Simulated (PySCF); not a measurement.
# Run report: AlF2, frequency calculation

The run: frequency calculation of AlF2, multiplicity 2. Method and program: UKS-based PBE0, Al def2-TZVP, F def2-TZVP; non-relativistic Hamiltonian; density fitting (PySCF 2.14.0).

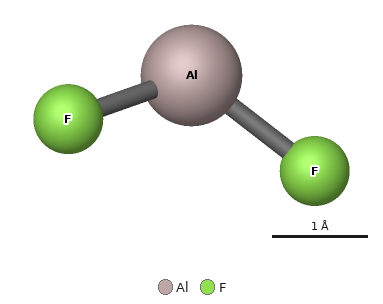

The structure as given in the input (ball-and-stick view, seen at a tilt). Sticks mark near contacts. Bond lengths as drawn: Al–F 1.65 Å.

Key numbers

```tsv
quantity	value
outcome	converged
total energy	−442.018492 hartree
⟨S²⟩	0.751
zero-point energy	0.004302 hartree
dipole moment	1.80 D
wavenumbers, lowest and highest	230 and 903 cm⁻¹
hardware	4 threads of Arm Neoverse V2, 24 GiB of memory available, shared host
wall time	15 s (CPU time 46 s)
peak memory	0.91 GiB
```

Input file
```python
from pyscf import gto, scf, dft
mol = gto.M(atom='''
Al     0.000000     0.000000    -0.484662
F      1.423376     0.000000     0.343231
F     -1.423376     0.000000     0.343231''',
    basis={'Al': 'def2-TZVP', 'F': 'def2-TZVP'},
    charge=0, spin=1)
mf = dft.UKS(mol, xc='PBE0')
mf.grids.atom_grid = (75, 302)
aux = {'Al': 'def2-universal-JKFIT', 'F': 'def2-universal-JKFIT'}
mf = mf.density_fit(auxbasis=aux)
mf.conv_tol = 1e-09
mf.diis_space = 10
mf.max_cycle = 60
mf.verbose = 4
mf.kernel()
```

The script is an equivalent of the set-up of the self-consistent field. The run itself was carried out by a driver, which started from the orbitals of the step before it where there was one and computed the further properties.

Run as:
```bash
OMP_NUM_THREADS=4 python axn.py task.json out
```

What the program printed
```
init E= -442.018491522434
  alpha nocc = 16  HOMO = -0.25906853436107  LUMO = -0.0114806049620881
  beta  nocc = 15  HOMO = -0.422940737535465  LUMO = -0.122745802274288
  HOMO = -0.259068534361  LUMO = -0.122745802274  gap/eV = 3.70953
cycle= 1 E= -442.018491522434  delta_E= 7.96e-13  |g|= 1.56e-06  |ddm|= 1.02e-06
  alpha nocc = 16  HOMO = -0.259068549800695  LUMO = -0.0114806450466105
  beta  nocc = 15  HOMO = -0.422941402066761  LUMO = -0.122745819442734
  HOMO = -0.259068549801  LUMO = -0.122745819443  gap/eV = 3.70953
Extra cycle  E= -442.018491522432  delta_E= 1.14e-12  |g|= 2.49e-06  |ddm|= 1.59e-06
converged SCF energy = -442.018491522432  <S^2> = 0.75094106  2S+1 = 2.0009408
```

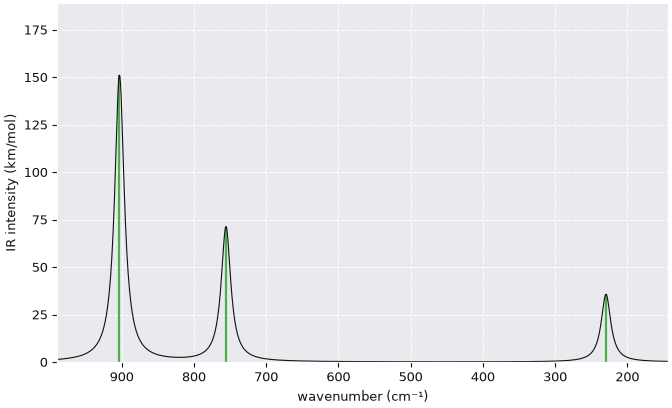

Harmonic infrared spectrum, unscaled: sticks (degenerate modes added up, dark ones marked on the axis) with a Lorentzian envelope of 16 cm⁻¹ full width, scaled to the tallest stick. 3 modes from 230 to 903 cm⁻¹, none imaginary. The strongest line is at 903 cm⁻¹ (151 km/mol). All modes, in cm⁻¹ (km/mol): 230 (36), 756 (71), 903 (151).

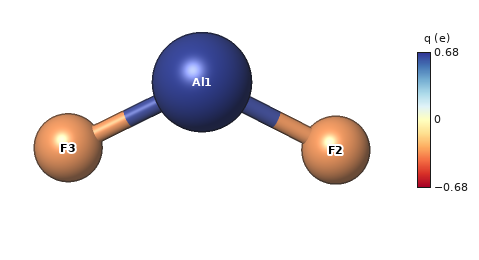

Mulliken charges, as the colour of each atom (ball-and-stick view, seen at an oblique angle; atoms are numbered from 1 in the order of the input). By element: Al +0.64 and F −0.32 e.
